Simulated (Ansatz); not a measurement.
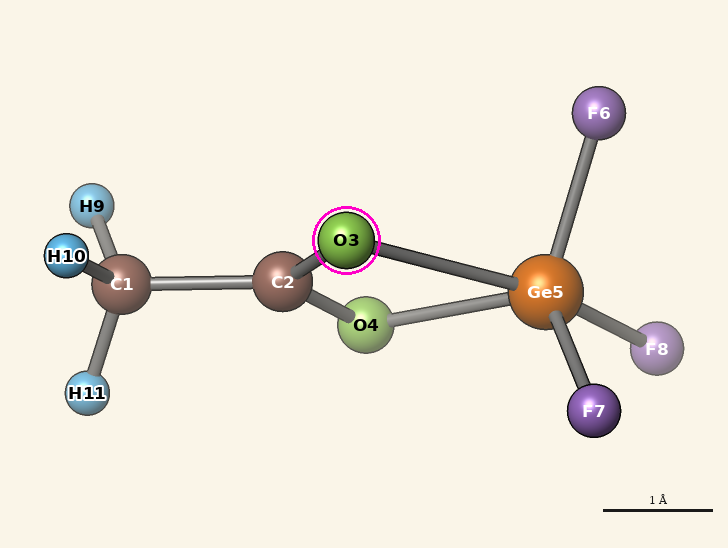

Orthographic view. Atoms fade into the background with distance from the viewer. The computed structure is the end point of a PBE-D4/def2-SVP optimisation. No frequency run is at hand to confirm it as a minimum.

### Which atoms are bonded to the circled atom?

The circled atom is O3; it is bonded to C2, Ge5.

### Which two atoms are farthest apart in space?

F8 and H10, 5.92 Å.

### Of C2 and O4, which is nearer the viewer?

C2; the bond to O4 points away from the viewer, so it looks shorter than its 1.32 Å.

### What is the shortest path along bonds from the circled atom to H9?

O3–C2–C1–H9, 3 bonds; through space the two are 3.11 Å apart.
